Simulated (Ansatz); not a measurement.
WH$_{7}$O$_{2}$F: several calculations on one system

**1. Relaxation**

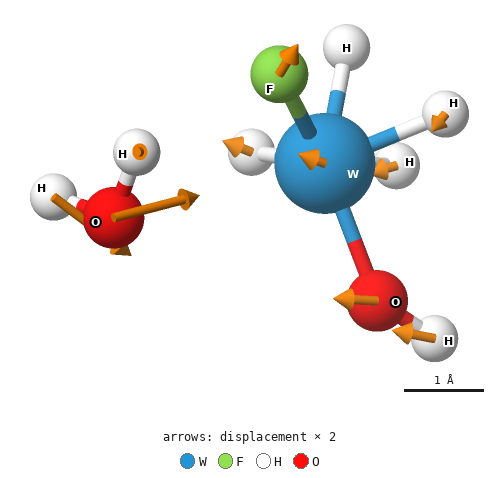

This is a relaxation of WH7O2F. The starting structure is drawn; orange arrows show the displacements, 2 times their true length. The two geometries are superimposed by the best rigid fit.

A ball-and-stick model, seen at a tilt.

The run prepares an end point of a later path (reaction) calculation, from a guessed geometry.

The calculation used RKS CAM-B3LYP/def2-SVP in Ansatz 0.2.0. (no spin polarisation; force threshold 0.03 eV/Å; at most 50 steps)

Question: What happened in the run?

Answer: Over 10 geometry steps the energy falls by 13.2 kcal/mol. Largest force component: 0.86 eV/Å at the start, 0.018 eV/Å at the end. An H atom moves most after the best rigid fit: 0.66 Å. Largest moves by element: H 0.66 Å, O 0.65 Å, F 0.26 Å, W 0.20 Å. Near-neighbour distances that change, for instance: O–W 3.120 → 2.302 Å, H–W 3.589 → 2.967 Å, H–W 3.035 → 2.743 Å, F–W 1.881 → 1.923 Å. New bonds form, among them: O–W (3.12 → 2.30 Å). Bond angles that change, for instance: W–O–H 135.2° → 129.1°, F–W–H 113.0° → 117.8°, H–O–H 104.5° → 108.9°. The run took 20 s on 4 threads of Intel(R) Xeon(R) CPU @ 2.60GHz (Ice Lake), on a shared host, peak memory 0.29 GiB.

**2. Relaxation**

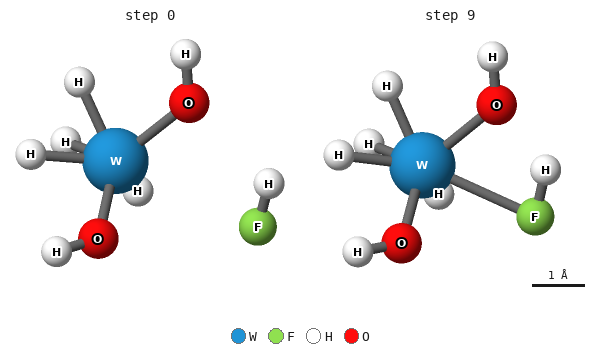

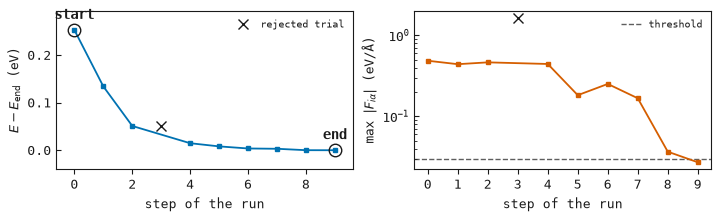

First and last geometry of a relaxation of WH₇O₂F, with the history of the run. Style: ball-and-stick. Shown at a tilt.

The run prepares an end point of a later path (reaction) calculation, from a guessed geometry.

The calculation used RKS CAM-B3LYP/def2-SVP in Ansatz 0.2.0. (no spin polarisation; force threshold 0.03 eV/Å; at most 50 steps)

Q: Read the history and describe the run.

A: It converged. Over 8 accepted moves (9 points after the start) the energy falls by 0.253 eV. The largest force component goes from 0.49 to 0.027 eV/Å. The line search rejected the trial step at point 3 of the run. The atom that moves furthest after the best rigid fit is an H atom (0.52 Å). Largest moves by element: H 0.52 Å, F 0.48 Å, W 0.16 Å, O 0.15 Å. Some distances before and after: F–W 3.044 → 2.417 Å, H–W 3.053 → 2.450 Å, F–H 0.927 → 0.966 Å, O–W 1.927 → 1.957 Å. New bonds form, among them: F–W (3.04 → 2.42 Å). Bond angles that change, for instance: W–O–H 129.1° → 125.0°, H–W–O 129.0° → 125.0°, O–W–O 114.0° → 117.0°.

Limits of the set-up: the start holds two separate molecules, 2.2 Å apart at their closest, whose relative position is a soft coordinate and is computed without a dispersion correction.

**3. Path**

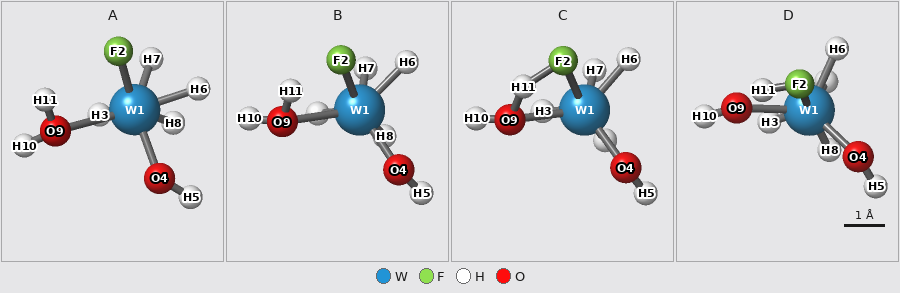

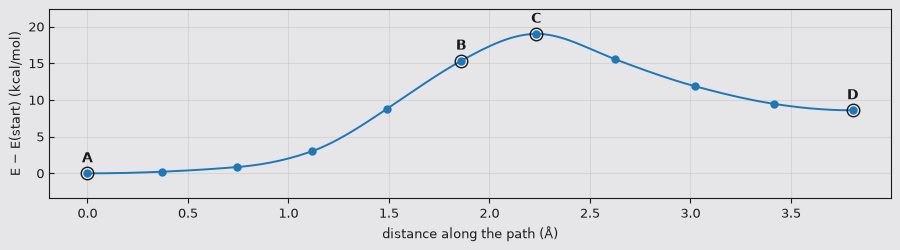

NEB run on WH7O2F. Images are numbered from 0 (start) to 10 (end). Frames A to D are images 0, 5, 6, 10. The picture is a ball-and-stick view, seen from a free direction.

Theory: RKS CAM-B3LYP/def2-SVP (Ansatz 0.2.0). Set-up: 9 movable images; climbing image; force threshold 0.05 eV/Å; iteration limit 60; starting path through a guess of the saddle point.

### What happens along the path, and what is the barrier?

The highest point, image 6, lies 19.0 kcal/mol above the start and 10.4 kcal/mol above the end; the end is at +8.6 kcal/mol relative to the start. A hydrogen atom shifts from one atom to another. Breaking: O9–H11 (0.97 → 1.15 at the top → 1.58 Å). Forming: F2–H11 (2.24 → 1.20 at the top → 0.97 Å). The band converged in 15 iterations. The largest component of the band force went from 11 to 0.04 eV/Å. The climbing image converged on the top of the path. Its vibrational analysis gives 3 imaginary modes over 30i cm⁻¹, so it isn't confirmed as a transition state.
